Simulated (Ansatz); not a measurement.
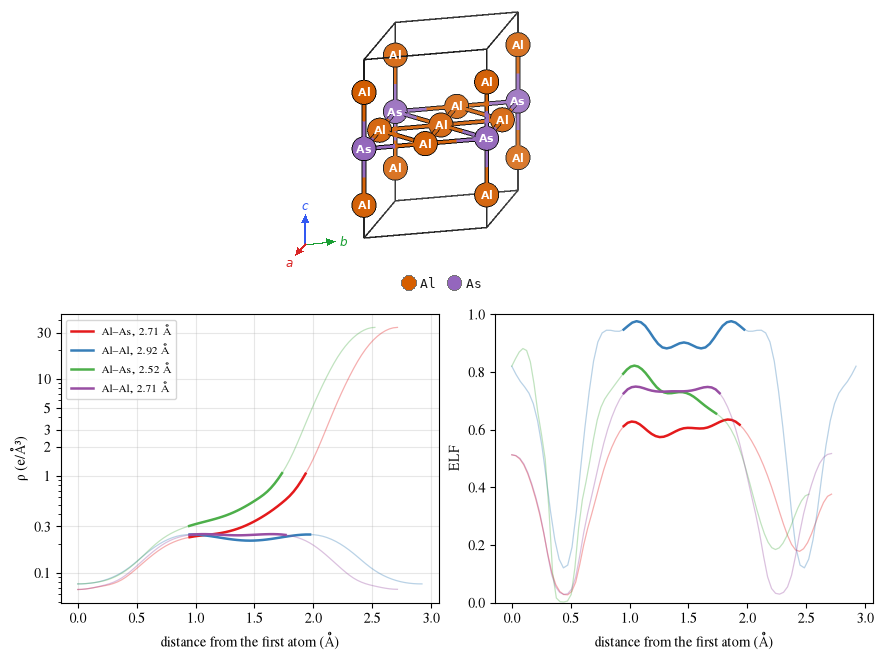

The picture shows: Al5As. Valence charge density (pseudo) and electron localisation function along straight lines between neighbouring atoms. Thin, pale parts lie inside the atomic spheres. The structure is drawn too.

Space group P6/mmm; a structure generated by program, which may or may not match a known phase.

Method: DFT PBE, scalar-relativistic, plane waves, PAW in Ansatz.

Core electrons are frozen (PAW), and the valence fields are smoothed inside the atomic spheres.

```
CELL_PARAMETERS angstrom
5.42824 0.00000 0.00000
-2.71412 4.70100 0.00000
0.00000 0.00000 7.96722
ATOMIC_POSITIONS crystal
Al 0.00000 0.00000 0.18339
Al 0.00000 0.00000 0.81661
Al 0.50000 0.00000 0.50000
Al 0.00000 0.50000 0.50000
Al 0.50000 0.50000 0.50000
As 0.00000 0.00000 0.50000
```

**Compare the contacts.**

Al–As (2.71 Å): ρ is about 0.28 e/Å³ halfway; the ELF is about 0.60 at the midpoint.
Al–Al (2.92 Å): ρ is about 0.21 e/Å³ halfway; the ELF peaks at about 1 between the atoms.
Al–As (2.52 Å): ρ at the midpoint is about 0.39 e/Å³; the ELF peaks at about 0.80 between the atoms.
Al–Al (2.71 Å): ρ at the midpoint is about 0.24 e/Å³; the ELF peaks at about 0.75 between the atoms.
